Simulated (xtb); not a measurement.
**HfNH3OF2: molecular dynamics (part 2 of 4)**

The same run, continued: HfNH3OF2; GFN1-xTB, ALPB solvent toluene (xtb 6.7.1). The geometry comes from this level: GFN2-xTB.

Geometry of the input (Å):
```
N  -0.8774  0.1855  -1.3340
Hf 0.2992  0.2218  0.2786
O  0.2833  -1.3382  1.2938
F  2.1726  0.3766  0.2052
F  -0.2113  1.7668  1.1887
H  -1.2988  -0.6296  -1.7789
H  -1.5581  0.9452  -1.4173
H  1.1906  -1.5281  1.5640
```

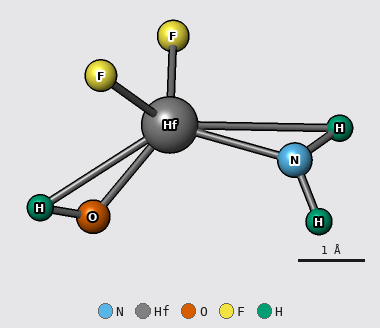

**Figure 1.** The structure as given in the input (ball-and-stick view, seen at a tilt). Sticks mark near contacts.

The program's output, continued
```
 iter      E             dE          RMSdq      gap      omega  full diag
   1    -21.2287374 -0.212287E+02  0.572E-02    2.95       0.0  T
   2    -21.2287468 -0.946709E-05  0.191E-02    2.93       1.8  T
   3    -21.2287430  0.381974E-05  0.271E-02    2.95       1.3  T
   4    -21.2287497 -0.672550E-05  0.725E-03    2.94       4.9  T
   5    -21.2287498 -0.361054E-07  0.109E-03    2.94      32.4  T
   6    -21.2287498 -0.200816E-08  0.310E-04    2.94     113.9  T
   7    -21.2287498 -0.186425E-09  0.331E-05    2.94    1069.2  T
   8    -21.2287498 -0.582290E-11  0.115E-05    2.94    3080.9  T
     SCC iter.                  ...        0 min,  0.001 sec
     gradient                   ...        0 min,  0.002 sec
 * total energy  :   -21.1301138 Eh     change       -0.4940548E-03 Eh
   gradient norm :     0.0166042 Eh/α   predicted    -0.5252258E-03 (   6.31%)
   displ. norm   :     0.1931754 α      lambda       -0.6271978E-03
   maximum displ.:     0.1064500 α      in ANC's #6, #1, #3, ...

........................................................................
.............................. CYCLE    7 ..............................
........................................................................

 iter      E             dE          RMSdq      gap      omega  full diag
   1    -21.2280618 -0.212281E+02  0.388E-02    2.95       0.0  T
   2    -21.2280663 -0.452060E-05  0.165E-02    2.95       2.1  T
   3    -21.2280663 -0.218348E-07  0.764E-03    2.95       4.6  T
   4    -21.2280661  0.224694E-06  0.534E-03    2.95       6.6  T
   5    -21.2280664 -0.339502E-06  0.892E-04    2.95      39.6  T
   6    -21.2280664 -0.419330E-09  0.392E-04    2.95      90.3  T
   7    -21.2280664 -0.877062E-09  0.249E-05    2.95    1417.2  T
   8    -21.2280664 -0.290257E-11  0.730E-06    2.95    4841.4  T
     SCC iter.                  ...        0 min,  0.001 sec
     gradient                   ...        0 min,  0.002 sec
 * total energy  :   -21.1305065 Eh     change       -0.3926518E-03 Eh
   gradient norm :     0.0104027 Eh/α   predicted    -0.3253012E-03 ( -17.15%)
   displ. norm   :     0.1705375 α      lambda       -0.3876133E-03
   maximum displ.:     0.1077288 α      in ANC's #6, #5, #4, ...

........................................................................
.............................. CYCLE    8 ..............................
........................................................................

 iter      E             dE          RMSdq      gap      omega  full diag
   1    -21.2275441 -0.212275E+02  0.102E-02    2.97       0.0  T
   2    -21.2275442 -0.919303E-07  0.721E-03    2.97       4.9  T
   3    -21.2275441  0.988590E-07  0.557E-03    2.97       6.3  T
   4    -21.2275444 -0.284403E-06  0.125E-03    2.97      28.2  T
   5    -21.2275444 -0.985847E-08  0.472E-04    2.97      74.9  T
   6    -21.2275444 -0.110715E-08  0.627E-05    2.97     564.2  T
   7    -21.2275444 -0.937206E-11  0.850E-06    2.97    4158.0  T
     SCC iter.                  ...        0 min,  0.001 sec
     gradient                   ...        0 min,  0.002 sec
 * total energy  :   -21.1307956 Eh     change       -0.2891645E-03 Eh
   gradient norm :     0.0138034 Eh/α   predicted    -0.1994441E-03 ( -31.03%)
   displ. norm   :     0.2809790 α      lambda       -0.9728929E-03
   maximum displ.:     0.1848847 α      in ANC's #6, #3, #18, ...

........................................................................
.............................. CYCLE    9 ..............................
........................................................................

 iter      E             dE          RMSdq      gap      omega  full diag
   1    -21.2329989 -0.212330E+02  0.399E-02    3.05       0.0  T
   2    -21.2330037 -0.480597E-05  0.135E-02    3.04       2.6  T
   3    -21.2330021  0.155542E-05  0.165E-02    3.05       2.1  T
   4    -21.2330049 -0.274749E-05  0.400E-03    3.04       8.8  T
   5    -21.2330049 -0.899140E-08  0.937E-04    3.04      37.7  T
   6    -21.2330049 -0.134031E-08  0.102E-04    3.04     347.4  T
   7    -21.2330049 -0.611102E-10  0.337E-05    3.04    1048.3  T
     SCC iter.                  ...        0 min,  0.001 sec
     gradient                   ...        0 min,  0.002 sec
 * total energy  :   -21.1311038 Eh     change       -0.3081893E-03 Eh
   gradient norm :     0.0094263 Eh/α   predicted    -0.5248524E-03 (  70.30%)
   displ. norm   :     0.2195993 α      lambda       -0.5566570E-03
   maximum displ.:     0.1022258 α      in ANC's #5, #2, #4, ...

........................................................................
.............................. CYCLE   10 ..............................
........................................................................

 iter      E             dE          RMSdq      gap      omega  full diag
   1    -21.2286755 -0.212287E+02  0.498E-02    3.05       0.0  T
   2    -21.2286812 -0.569819E-05  0.235E-02    3.07       1.5  T
   3    -21.2286798  0.141074E-05  0.261E-02    3.05       1.4  T
   4    -21.2286872 -0.736699E-05  0.594E-03    3.06       6.0  T
   5    -21.2286872 -0.147938E-07  0.116E-03    3.06      30.5  T
   6    -21.2286872 -0.419455E-08  0.264E-04    3.06     133.9  T
   7    -21.2286872 -0.149925E-09  0.365E-05    3.06     968.8  T
   8    -21.2286872 -0.423839E-11  0.181E-06    3.06   19577.6  T
     SCC iter.                  ...        0 min,  0.001 sec
     gradient                   ...        0 min,  0.002 sec
 * total energy  :   -21.1309994 Eh     change        0.1044549E-03 Eh
   gradient norm :     0.0284611 Eh/α   predicted    -0.2917520E-03 (-379.31%)
   displ. norm   :     0.1802785 α      lambda       -0.9443594E-03
   maximum displ.:     0.1272708 α      in ANC's #6, #4, #7, ...

........................................................................
.............................. CYCLE   11 ..............................
........................................................................

 iter      E             dE          RMSdq      gap      omega  full diag
   1    -21.2309519 -0.212310E+02  0.396E-02    3.03       0.0  T
   2    -21.2309545 -0.265099E-05  0.228E-02    3.03       1.6  T
   3    -21.2309550 -0.472716E-06  0.192E-02    3.04       1.8  T
   4    -21.2309592 -0.421922E-05  0.564E-03    3.03       6.3  T
   5    -21.2309593 -0.294554E-07  0.597E-04    3.03      59.2  T
   6    -21.2309593 -0.139567E-08  0.107E-04    3.03     329.2  T
   7    -21.2309593 -0.205134E-10  0.182E-05    3.03    1942.1  T
     SCC iter.                  ...        0 min,  0.001 sec
     gradient                   ...        0 min,  0.002 sec
 * total energy  :   -21.1314111 Eh     change       -0.4117879E-03 Eh
   gradient norm :     0.0080976 Eh/α   predicted    -0.4875272E-03 (  18.39%)
   displ. norm   :     0.0541312 α      lambda       -0.1345542E-03
   maximum displ.:     0.0401321 α      in ANC's #5, #18, #10, ...

........................................................................
.............................. CYCLE   12 ..............................
........................................................................

 iter      E             dE          RMSdq      gap      omega  full diag
   1    -21.2314447 -0.212314E+02  0.962E-03    3.03       0.0  T
   2    -21.2314450 -0.278097E-06  0.424E-03    3.03       8.3  T
   3    -21.2314450 -0.234308E-07  0.124E-03    3.03      28.6  T
   4    -21.2314450  0.355650E-08  0.736E-04    3.03      48.0  T
   5    -21.2314450 -0.760316E-08  0.401E-04    3.03      88.1  T
   6    -21.2314450 -0.860744E-09  0.777E-05    3.03     455.0  T
   7    -21.2314450 -0.228155E-10  0.101E-05    3.03    3509.0  T
     SCC iter.                  ...        0 min,  0.001 sec
     gradient                   ...        0 min,  0.002 sec
 * total energy  :   -21.1314942 Eh     change       -0.8302655E-04 Eh
   gradient norm :     0.0042564 Eh/α   predicted    -0.6747324E-04 ( -18.73%)
   displ. norm   :     0.1530960 α      lambda       -0.2003417E-03
   maximum displ.:     0.1003746 α      in ANC's #2, #5, #18, ...

........................................................................
.............................. CYCLE   13 ..............................
........................................................................

 iter      E             dE          RMSdq      gap      omega  full diag
   1    -21.2322375 -0.212322E+02  0.650E-03    3.05       0.0  T
   2    -21.2322376 -0.423947E-07  0.317E-03    3.05      11.2  T
   3    -21.2322376 -0.220055E-08  0.101E-03    3.05      35.0  T
   4    -21.2322376  0.254163E-08  0.708E-04    3.05      50.0  T
   5    -21.2322376 -0.504684E-08  0.164E-04    3.05     215.0  T
   6    -21.2322376 -0.611671E-10  0.168E-05    3.05    2100.3  T
     SCC iter.                  ...        0 min,  0.001 sec
     gradient                   ...        0 min,  0.002 sec
 * total energy  :   -21.1316514 Eh     change       -0.1572203E-03 Eh
   gradient norm :     0.0061950 Eh/α   predicted    -0.1025193E-03 ( -34.79%)
   displ. norm   :     0.2852040 α      lambda       -0.2807970E-03
   maximum displ.:     0.1890444 α      in ANC's #2, #5, #18, ...

........................................................................
.............................. CYCLE   14 ..............................
........................................................................

 iter      E             dE          RMSdq      gap      omega  full diag
   1    -21.2291400 -0.212291E+02  0.366E-02    3.05       0.0  T
   2    -21.2291384  0.158601E-05  0.254E-02    3.08       1.4  T
   3    -21.2291447 -0.623583E-05  0.154E-02    3.06       2.3  T
   4    -21.2291470 -0.235497E-05  0.379E-03    3.07       9.3  T
   5    -21.2291470 -0.928738E-08  0.601E-04    3.07      58.9  T
   6    -21.2291470 -0.125695E-08  0.180E-04    3.07     196.7  T
   7    -21.2291470 -0.190365E-09  0.823E-06    3.07    4294.3  T
     SCC iter.                  ...        0 min,  0.001 sec
     gradient                   ...        0 min,  0.002 sec
 * total energy  :   -21.1317125 Eh     change       -0.6111995E-04 Eh
   gradient norm :     0.0146621 Eh/α   predicted    -0.1518195E-03 ( 148.40%)
   displ. norm   :     0.0932499 α      lambda       -0.3621110E-03
   maximum displ.:     0.0489441 α      in ANC's #5, #3, #6, ...

........................................................................
.............................. CYCLE   15 ..............................
........................................................................

 iter      E             dE          RMSdq      gap      omega  full diag
   1    -21.2329162 -0.212329E+02  0.306E-02    3.08       0.0  T
   2    -21.2329159  0.286470E-06  0.214E-02    3.06       1.7  T
   3    -21.2329190 -0.310186E-05  0.140E-02    3.08       2.5  T
   4    -21.2329209 -0.184054E-05  0.335E-03    3.07      10.6  T
   5    -21.2329209 -0.112913E-07  0.724E-04    3.07      48.8  T
   6    -21.2329209 -0.286936E-08  0.776E-05    3.07     455.4  T
   7    -21.2329209 -0.231672E-10  0.108E-05    3.07    3265.2  T
     SCC iter.                  ...        0 min,  0.001 sec
     gradient                   ...        0 min,  0.002 sec
 * total energy  :   -21.1318701 Eh     change       -0.1575544E-03 Eh
   gradient norm :     0.0043669 Eh/α   predicted    -0.1826304E-03 (  15.92%)
   displ. norm   :     0.0793114 α      lambda       -0.1023517E-03
   maximum displ.:     0.0386601 α      in ANC's #2, #5, #4, ...

........................................................................
.............................. CYCLE   16 ..............................
........................................................................

 iter      E             dE          RMSdq      gap      omega  full diag
   1    -21.2328264 -0.212328E+02  0.384E-03    3.07       0.0  T
   2    -21.2328264 -0.282860E-07  0.294E-03    3.07      12.0  T
   3    -21.2328264 -0.196502E-07  0.153E-03    3.07      23.1  T
   4    -21.2328264 -0.202045E-07  0.855E-04    3.07      41.3  T
   5    -21.2328264 -0.467651E-08  0.879E-05    3.07     402.0  T
   6    -21.2328264 -0.140794E-10  0.351E-05    3.07    1006.7  T
     SCC iter.                  ...        0 min,  0.001 sec
     gradient                   ...        0 min,  0.002 sec
 * total energy  :   -21.1319559 Eh     change       -0.8584798E-04 Eh
   gradient norm :     0.0034894 Eh/α   predicted    -0.5149675E-04 ( -40.01%)
   displ. norm   :     0.3242764 α      lambda       -0.2609098E-03
   maximum displ.:     0.2044038 α      in ANC's #2, #4, #5, ...

........................................................................
.............................. CYCLE   17 ..............................
........................................................................

 iter      E             dE          RMSdq      gap      omega  full diag
   1    -21.2296743 -0.212297E+02  0.320E-02    3.07       0.0  T
   2    -21.2296746 -0.291535E-06  0.154E-02    3.07       2.3  T
   3    -21.2296723  0.228519E-05  0.176E-02    3.06       2.0  T
   4    -21.2296756 -0.335864E-05  0.268E-03    3.07      13.2  T
   5    -21.2296756 -0.138081E-07  0.889E-04    3.07      39.8  T
   6    -21.2296756 -0.338503E-08  0.261E-05    3.07    1355.2  T
   7    -21.2296756 -0.274980E-11  0.122E-05    3.07    2893.6  T
     SCC iter.                  ...        0 min,  0.001 sec
     gradient                   ...        0 min,  0.002 sec
 * total energy  :   -21.1319966 Eh     change       -0.4068568E-04 Eh
   gradient norm :     0.0148511 Eh/α   predicted    -0.1441721E-03 ( 254.36%)
   displ. norm   :     0.1088716 α      lambda       -0.3288570E-03
   maximum displ.:     0.0747410 α      in ANC's #2, #5, #18, ...

........................................................................
.............................. CYCLE   18 ..............................
........................................................................

 iter      E             dE          RMSdq      gap      omega  full diag
   1    -21.2328901 -0.212329E+02  0.297E-02    3.07       0.0  T
   2    -21.2328904 -0.265819E-06  0.158E-02    3.06       2.2  T
   3    -21.2328915 -0.105237E-05  0.161E-02    3.07       2.2  T
   4    -21.2328940 -0.248887E-05  0.328E-03    3.06      10.8  T
   5    -21.2328940 -0.138345E-07  0.584E-04    3.06      60.6  T
   6    -21.2328940 -0.705580E-09  0.500E-05    3.06     706.4  T
   7    -21.2328940 -0.443023E-11  0.172E-05    3.06    2050.7  T
     SCC iter.                  ...        0 min,  0.001 sec
     gradient                   ...        0 min,  0.002 sec
 * total energy  :   -21.1320819 Eh     change       -0.8532255E-04 Eh
   gradient norm :     0.0055025 Eh/α   predicted    -0.1663784E-03 (  95.00%)
   displ. norm   :     0.0516188 α      lambda       -0.9532781E-04
   maximum displ.:     0.0326289 α      in ANC's #2, #3, #4, ...

........................................................................
.............................. CYCLE   19 ..............................
........................................................................

 iter      E             dE          RMSdq      gap      omega  full diag
   1    -21.2330979 -0.212331E+02  0.108E-02    3.07       0.0  T
   2    -21.2330980 -0.166376E-06  0.541E-03    3.07       6.5  T
   3    -21.2330980 -0.815668E-08  0.157E-03    3.07      22.5  T
   4    -21.2330980  0.548010E-08  0.939E-04    3.07      37.6  T
   5    -21.2330980 -0.876633E-08  0.258E-04    3.07     137.2  T
   6    -21.2330980 -0.208466E-09  0.846E-05    3.07     418.0  T
   7    -21.2330980 -0.463594E-10  0.639E-06    3.07    5537.1  T
     SCC iter.                  ...        0 min,  0.001 sec
     gradient                   ...        0 min,  0.002 sec
 * total energy  :   -21.1321321 Eh     change       -0.5015854E-04 Eh
   gradient norm :     0.0035836 Eh/α   predicted    -0.4779220E-04 (  -4.72%)
   displ. norm   :     0.1027974 α      lambda       -0.4483947E-04
   maximum displ.:     0.0693358 α      in ANC's #2, #4, #5, ...

........................................................................
.............................. CYCLE   20 ..............................
........................................................................
```
